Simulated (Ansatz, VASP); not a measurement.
# Cross-check of PbSe (Clausthalite) between VASP and Ansatz, part 2 of 2

One calculation is typed for both programs; each brings its own data sets and cutoff. How far apart do they land?

VASP 6.6.1 and Ansatz 0.2.0.

So far: The structure; VASP: band structure, PBE0; Ansatz: band structure, PBE0.

## (4) Side by side

Known differences besides the PAW data sets themselves: exact exchange at q = 0 is treated differently, which shows on coarse meshes; VASP keeps PBE cores, Ansatz makes them for the functional; the data sets hold 30 valence electrons in Ansatz (default PAW (the set named soft_2) files) and 20 in VASP; the cutoff is 420 eV in Ansatz and 350 eV in VASP; VASP takes a coarser grid for exact exchange (PRECFOCK = Fast). Total energies have different zeros and are not compared.

Both answers:

| quantity | Ansatz | VASP | difference |
| --- | --- | --- | --- |
| gap over the path points (eV) | 1.286 | 1.287 | -0.001 |

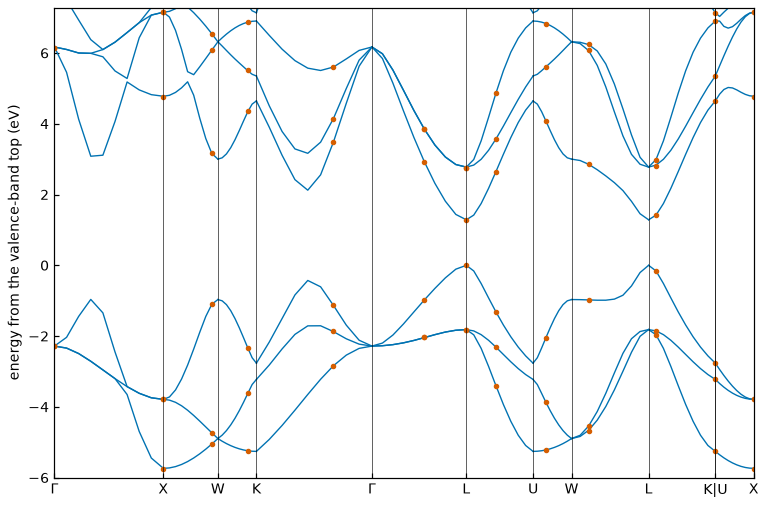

Bands from VASP (lines) and levels from Ansatz (dots). Dots without a line are higher empty bands that the VASP plot leaves out.

Levels at points of the path, from each program's valence-band top (eV; 4 filled, then empty):

```csv
k (reciprocal lattice),Ansatz,VASP
0.000 0.000 0.000,-6.74 -2.27 -2.27 -2.27 6.15 6.15 6.15,-6.78 -2.28 -2.28 -2.28 6.17 6.17 6.17
0.500 0.000 0.500,-8.03 -5.75 -3.78 -3.78 4.76 7.15 7.15,-8.02 -5.74 -3.79 -3.79 4.78 7.15 7.15
0.500 0.222 0.722,-8.78 -5.06 -4.74 -1.11 3.17 6.09 6.55,-8.78 -5.05 -4.73 -1.10 3.16 6.08 6.54
0.403 0.347 0.750,-8.83 -5.24 -3.62 -2.34 4.35 5.51 6.87,-8.83 -5.24 -3.62 -2.34 4.34 5.50 6.87
0.125 0.125 0.250,-7.82 -2.84 -1.87 -1.13 3.48 4.14 5.60,-7.82 -2.84 -1.87 -1.13 3.48 4.15 5.60
0.278 0.278 0.278,-8.55 -2.04 -2.04 -0.98 2.93 3.84 3.84,-8.54 -2.04 -2.04 -0.98 2.92 3.85 3.85
0.500 0.500 0.500,-9.75 -1.82 -1.82 0.00 1.29 2.76 2.76,-9.76 -1.82 -1.82 0.00 1.29 2.78 2.78
0.556 0.389 0.556,-9.51 -3.40 -2.31 -1.31 2.65 3.56 4.87,-9.52 -3.40 -2.31 -1.32 2.65 3.57 4.87
0.583 0.250 0.667,-8.82 -5.22 -3.88 -2.05 4.09 5.62 6.83,-8.82 -5.22 -3.87 -2.05 4.08 5.61 6.83
0.500 0.306 0.694,-8.96 -4.67 -4.54 -0.98 2.86 6.07 6.24,-8.96 -4.66 -4.54 -0.98 2.85 6.07 6.24
```

Among the levels compared (up to four filled and three empty ones at each point), filled levels agree within 33 meV and empty ones within 21 meV.

## (5) VASP: band structure, r2SCAN-EpsX

The same path points are solved in both programs, so levels can be compared one by one.

The input, INCAR:

```
SYSTEM = PbSe
PREC = Accurate
ENCUT = 350
EDIFF = 1E-06
NELM = 100
ISMEAR = 0
SIGMA = 0.03
LREAL = .FALSE.
ALGO = Normal
LHFCALC = .TRUE.
AEXX = 0.011
METAGGA = R2SCAN
LASPH = .TRUE.
NBANDS = 16
PRECFOCK = Fast
HFRCUT = -1
LORBIT = 11
LWAVE = .FALSE.
LCHARG = .FALSE.
KPAR = 4
```

The input, POSCAR:

```
PbSe
1.0
    0.0000000000      3.0606500000      3.0606500000
    3.0606500000      0.0000000000      3.0606500000
    3.0606500000      3.0606500000      0.0000000000
Pb Se
1 1
Direct
    0.0000000000      0.0000000000      0.0000000000
    0.5000000000      0.5000000000      0.5000000000
```

The input, KPOINTS:

```
Automatic mesh
0
Gamma
4 4 4
0 0 0
```

The input, KPOINTS_OPT:

```
Line mode
10
Line-mode
Reciprocal
  0.00000000   0.00000000   0.00000000 GAMMA
  0.50000000   0.00000000   0.50000000 X

  0.50000000   0.00000000   0.50000000 X
  0.50000000   0.25000000   0.75000000 W

  0.50000000   0.25000000   0.75000000 W
  0.37500000   0.37500000   0.75000000 K

  0.37500000   0.37500000   0.75000000 K
  0.00000000   0.00000000   0.00000000 GAMMA

  0.00000000   0.00000000   0.00000000 GAMMA
  0.50000000   0.50000000   0.50000000 L

  0.50000000   0.50000000   0.50000000 L
  0.62500000   0.25000000   0.62500000 U

  0.62500000   0.25000000   0.62500000 U
  0.50000000   0.25000000   0.75000000 W

  0.50000000   0.25000000   0.75000000 W
  0.50000000   0.50000000   0.50000000 L

  0.50000000   0.50000000   0.50000000 L
  0.37500000   0.37500000   0.75000000 K

  0.62500000   0.25000000   0.62500000 U
  0.50000000   0.00000000   0.50000000 X
```

The projector-augmented-wave data sets are Pb_d and Se (PBE family, release 64).

Run with:

```
mpirun -np 4 vasp_std
```

Numbers of over 12 decimals in the logs are rounded to 6 here.

The program printed:

```text
[banner, memory and clock lines left out]
running    4 mpi-ranks, on    1 nodes
[...]
|                                                                             |
|               ----> ADVICE to this user running VASP <----                  |
|                                                                             |
|     You enforced a specific xc type in the INCAR file but a different       |
|     [... a line on the potential file left out ...]
|     I HOPE YOU KNOW WHAT YOU ARE DOING!                                     |
|                                                                             |

 LDA part: xc-table for (None), standard interpolation
 found WAVECAR, reading the header
 POSCAR, INCAR and KPOINTS ok, starting setup
[...]
HFRCUT set to (new)   9.568726
 reading WAVECAR
 the WAVECAR file was read successfully
 initial charge from wavefunction
 entering main loop
       N       E                     dE             d eps       ncg     rms          rms(c)
[...]
DAV:  11    -0.713472178364E+02   -0.10082E-05   -0.57435E-07   176   0.690E-03    0.655E-03
DAV:  12    -0.713472182538E+02   -0.41742E-06   -0.24047E-07   200   0.447E-03
   1 F= -.71347218E+02 E0= -.71347218E+02  d E =-.217155E-24
 Start KPOINTS_OPT (optional k-point list driver)
k-point batch [1-8\100]
       N       E                     dE             ncg
DAV:   1     0.162443167575E+03   -0.14964E+04      264
DAV:   2    -0.997455514912E+03   -0.11599E+04      264
DAV:   3    -0.107014957713E+04   -0.72694E+02      352
DAV:   4    -0.107137796381E+04   -0.12284E+01      288
DAV:   5    -0.107142726821E+04   -0.49304E-01      368
DAV:   6    -0.107143049038E+04   -0.32222E-02      344
DAV:   7    -0.107143050849E+04   -0.18103E-04      384
DAV:   8    -0.107143050873E+04   -0.24171E-06      224
[...]
k-point batch [97-100\100]
       N       E                     dE             ncg
DAV:   1     0.243400296296E+04   -0.20128E+04      128
DAV:   2     0.185933786974E+04   -0.57467E+03      144
DAV:   3     0.182279034956E+04   -0.36548E+02      152
DAV:   4     0.182209269285E+04   -0.69766E+00      192
DAV:   5     0.182206221492E+04   -0.30478E-01      176
DAV:   6     0.182206079132E+04   -0.14236E-02      208
DAV:   7     0.182206078315E+04   -0.81657E-05      184
DAV:   8     0.182206078306E+04   -0.89010E-07      160
```

Parts of OUTCAR (step 5):

```text
 POSITION                                       TOTAL-FORCE (eV/Angst)
 -----------------------------------------------------------------------------------
      0.00000      0.00000      0.00000        -0.000000      0.000000     -0.000000
      3.06065      3.06065      3.06065         0.000000     -0.000000      0.000000
 -----------------------------------------------------------------------------------
    total drift:                                0.000000      0.000000      0.000000

  FREE ENERGIE OF THE ION-ELECTRON SYSTEM (eV)
  ---------------------------------------------------
  free  energy   TOTEN  =       -71.3472182538 eV

  energy  without entropy=      -71.3472182538  energy(sigma->0) =      -71.34721825

[... 2 parts as in an earlier step ...]

[... 1 further part left out ...]
[key lines of the parts left out:]
E-fermi :   5.1088
```

## (6) Ansatz: band structure, r2SCAN-EpsX

The same cell, functional, mesh and smearing now go to Ansatz, which takes its cutoff from its data sets.

The input, input.yaml:

```yaml
crystal:
  lattice:
    - [0.0, 3.06065, 3.06065]
    - [3.06065, 0.0, 3.06065]
    - [3.06065, 3.06065, 0.0]
  atoms:
    - { symbol: Pb, position: [0.0, 0.0, 0.0] }
    - { symbol: Se, position: [0.5, 0.5, 0.5] }
hamiltonian:
  xc: { exchange: r2scan, correlation: r2scan, exx: { coeff: 0.011 } }
  pseudopotentials: { kind: paw }
kpoints:
  mp_grid: { grid: [4, 4, 4] }
  band_path:
    path:
      - [0.0, 0.0, 0.0]
      - [0.5, 0.0, 0.5]
      - [0.5, 0.22222, 0.72222]
      - [0.40278, 0.34722, 0.75]
      - [0.125, 0.125, 0.25]
      - [0.27778, 0.27778, 0.27778]
      - [0.5, 0.5, 0.5]
      - [0.55556, 0.38889, 0.55556]
      - [0.58333, 0.25, 0.66667]
      - [0.5, 0.30556, 0.69444]
      - [0.48611, 0.48611, 0.52778]
      - [0.625, 0.25, 0.625]
      - [0.5, 0.0, 0.5]
    npoints: 1
scf:
  occupations: { method: gaussian, width: 0.03 }
  n_extra_bands: 7
output:
  forces: true
  stress: true
  eigenvalues: true
  write_density: true
  write_potential: true
  elf: true
  volumetric_format: npy
```

Run with:

```
ansatz run input.yaml --threads 4 --pin off --max-ram 9216MiB --backend cpu --events-out ev --progress --plain --runs-dir out
```

The program printed:

```text
[...]
Crystal: 2 atoms, lattice volume = 57.342 Å³
Basis set: ecut = 500 eV, 1459 PW (Γ), exchange–correlation on 128×128×128 points (64 copies of the dense FFT grid, shifted against one another)
Bands: 22, of which v1, the nominal top of the filled ones, is band 15 counted from 1 (14 counted from 0)
Symmetry: 48 space group operations
[...]
k-points: 8 of 64
[...]
--- Band table (eV; the first three rows and the last of 8) ---
  k-point 0: bands = [... 11 lower, 2.5017, 6.8083, 6.8083, 6.8083, 13.9551, 13.9551, 13.9551, 15.8645, ... 3 higher]
  k-point 1: bands = [... 11 lower, 1.0885, 6.9793, 6.9793, 7.7905, 11.3403, 12.0752, 12.0752, 15.8629, ... 3 higher]
  k-point 2: bands = [... 11 lower, -0.2395, 7.2314, 7.2314, 8.8663, 9.4804, 10.8165, 10.8165, 17.9982, ... 3 higher]
  k-point 7: bands = [... 11 lower, 0.6033, 4.4372, 4.4372, 7.9691, 11.0694, 14.2151, 14.2151, 17.1081, ... 3 higher]
[key lines of the parts left out:]
Free energy (F): -17400.167034 eV
Fermi energy:    9.173380 eV
P = ⅓ Tr σ = 1.5353 GPa (15.353 kbar)
```

Elapsed: 32 s, on 4 threads of Arm Neoverse V1, shared host; peak memory 1 GiB; 1.9 min of CPU time.

## (7) Side by side

What differs besides the data sets and the points named for the pairs above, as far as they apply: the cutoff is 500 eV in Ansatz and 350 eV in VASP. Total energies have different zeros and are not compared.

The two programs side by side:

```
                     quantity  Ansatz   VASP  difference
gap over the path points (eV)   0.614  0.619      -0.005
```

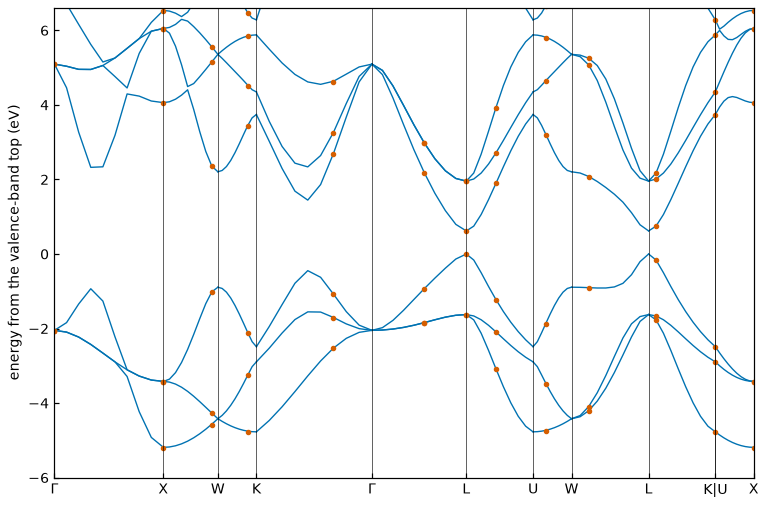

Bands from VASP (lines) and levels from Ansatz (dots). Dots without a line are higher empty bands that the VASP plot leaves out.

Levels at points of the path, from each program's valence-band top (eV; 4 filled, then empty):

```
k (reciprocal lattice)                                  Ansatz                                    VASP
     0.000 0.000 0.000  -6.37 -2.06 -2.06 -2.06 5.09 5.09 5.09  -6.38 -2.05 -2.05 -2.05 5.10 5.10 5.10
     0.500 0.000 0.500  -7.57 -5.20 -3.43 -3.43 4.05 6.05 6.05  -7.58 -5.19 -3.42 -3.42 4.06 6.05 6.05
     0.500 0.222 0.722  -8.25 -4.57 -4.28 -1.02 2.35 5.14 5.55  -8.26 -4.57 -4.27 -1.02 2.36 5.16 5.56
     0.403 0.347 0.750  -8.29 -4.76 -3.25 -2.12 3.45 4.52 5.84  -8.29 -4.75 -3.24 -2.11 3.45 4.53 5.85
     0.125 0.125 0.250  -7.34 -2.53 -1.71 -1.08 2.69 3.26 4.63  -7.35 -2.52 -1.70 -1.08 2.69 3.26 4.63
     0.278 0.278 0.278  -8.00 -1.85 -1.85 -0.93 2.17 2.97 2.97  -8.01 -1.84 -1.84 -0.93 2.18 2.98 2.98
     0.500 0.500 0.500   -9.11 -1.64 -1.64 0.00 0.61 1.95 1.95   -9.11 -1.62 -1.62 0.00 0.62 1.96 1.96
     0.556 0.389 0.556  -8.89 -3.09 -2.10 -1.23 1.89 2.71 3.93  -8.90 -3.08 -2.09 -1.22 1.90 2.71 3.93
     0.583 0.250 0.667  -8.28 -4.74 -3.48 -1.86 3.20 4.65 5.81  -8.29 -4.73 -3.47 -1.86 3.21 4.65 5.82
     0.500 0.306 0.694  -8.40 -4.21 -4.10 -0.91 2.08 5.07 5.25  -8.41 -4.21 -4.09 -0.90 2.08 5.07 5.25
```

Among the levels compared (up to four filled and three empty ones at each point), filled levels agree within 13 meV and empty ones within 11 meV.

## (8) Results

```yaml
difference_in_gap_over_the_path_points_band_structure_pbe0: -0.0013 eV
difference_in_gap_over_the_path_points_band_structure_r2scan_epsx: -0.0053 eV
```

In words: The difference in gap over the path points is -0.0053 eV (band structure, r2SCAN-EpsX), within the 0.08 eV picked in this series as the mark of a large difference. Differences of this kind measure data sets and numerical settings, not the functional's error against experiment.

[Lines on the potential files, build, host, timing and source positions are cut from VASP's logs without a mark.]

[Logs are printed without paths, hosts, clocks, repeated set-up lines and the standing remarks that a program may print on its own settings, such as how far it seeks lower states.]

[Hosts, paths, dates, database ids (printed as entryN), source tags and the programs' standing remarks are cut or masked in the printed files.]
